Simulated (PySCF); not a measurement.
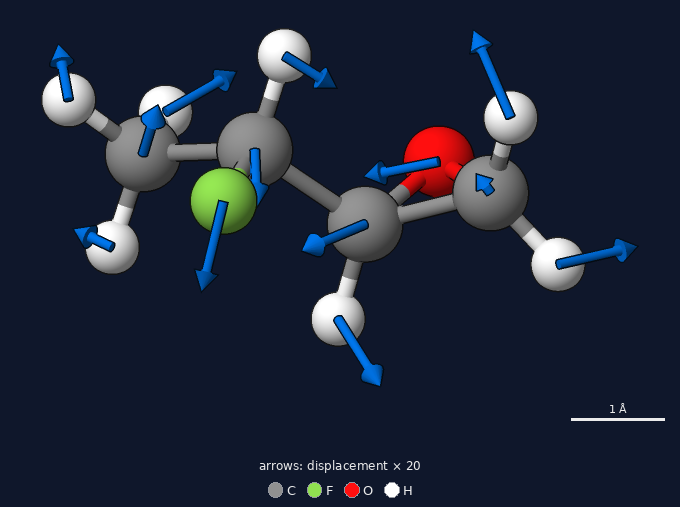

A relaxation of C4H7FO. The starting structure is drawn; blue arrows show the displacements, 20 times their true length. The two geometries are superimposed by the best rigid fit.

The picture is a ball-and-stick view, seen from a free direction.

The start comes from GFN2-xTB. Its atoms were then displaced at random by about 0.01 Å.

The calculation used PBE0-D3(BJ)/def2-SVP geometry optimisation, gas phase in PySCF. 

Describe the change and its energy.

Answer. The atom that moves furthest after the best rigid fit is an H atom (0.059 Å). By element the largest moves are H 0.059 Å, F 0.051 Å, C 0.051 Å, O 0.046 Å. Some distances before and after: C–H 1.052 → 1.100 Å, C–C 1.550 → 1.506 Å, C–O 1.375 → 1.408 Å, C–C 1.436 → 1.460 Å. Among the angles between lasting bonds that change: C–C–H 107.4° → 110.7°, C–C–H 111.6° → 114.7°, C–C–H 121.5° → 118.8°. Over 5 geometry steps the energy falls by 18.6 kJ/mol.
